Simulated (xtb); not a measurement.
**Geometry relaxation of C4H4OSi (charge +1) (part 4 of 4)**

Continued. System: C4H4OSi, charge +1, multiplicity 2. Method: GFN2-xTB (xtb 6.7.1). The starting geometry was optimised with GFN2-xTB.

Geometry of the input (Å):
```
C  2.0438  0.7018  -1.3386
C  1.0543  0.6210  -0.6647
C  -0.1023  0.4739  0.1217
Si -0.7922  -1.2725  0.4403
C  -0.7606  1.4521  0.6576
O  -1.4314  2.2428  1.1869
H  2.9072  0.7946  -1.9247
H  -2.1534  -1.3599  -0.0919
H  -0.8004  -1.5344  1.8807
H  0.1181  -2.1706  -0.2644
```

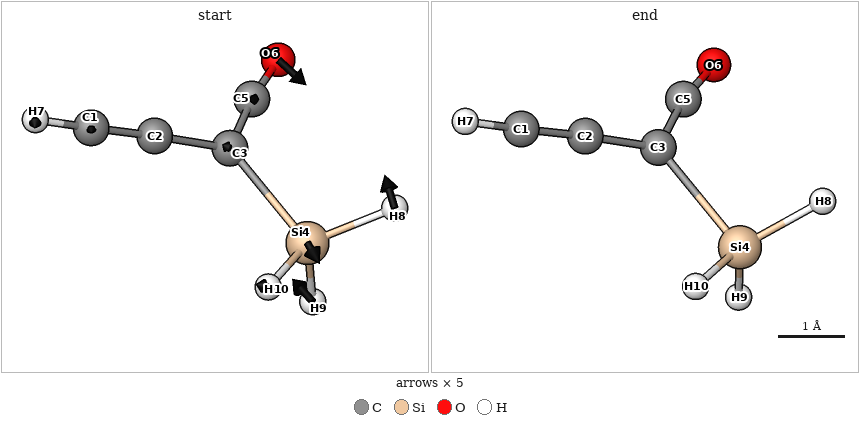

Figure 1. Before (left) and after (right) the relaxation, at one scale (ball-and-stick view, seen at a tilt). The black arrows give the displacements, magnified 5 times. Over 15 geometry steps the energy falls by 4.55 kcal/mol. The largest moves after the best rigid fit, 0.12 Å, are those of O6 and H9. Largest moves by element: O 0.12 Å, H 0.11 Å, Si 0.08 Å, C 0.03 Å. Among the contacts that change: C3–Si4 1.905 → 2.003 Å, C2–C3 1.406 → 1.366 Å, C3–C5 1.295 → 1.324 Å, C5–O6 1.164 → 1.138 Å. Among the angles that change: C3–Si4–H8 109.3° → 102.0°, H8–Si4–H10 111.6° → 117.0°, H8–Si4–H9 110.0° → 114.2°. (Atoms are counted from 1 in the order of the input.)

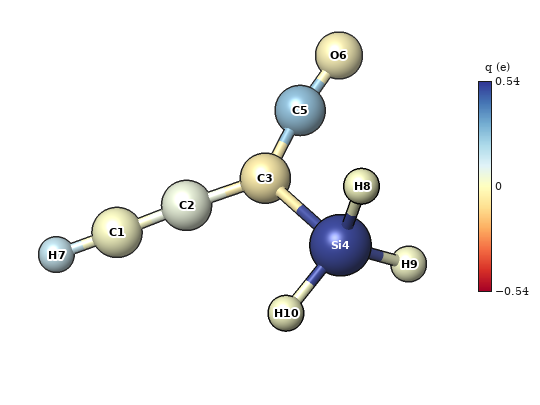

Figure 2. Mulliken charges, as the colour of each atom (ball-and-stick view, seen at a tilt; atoms are numbered from 1 in the order of the input). By element: C −0.06 to +0.29, Si +0.52, O −0.04 and H +0.02 to +0.18 e.
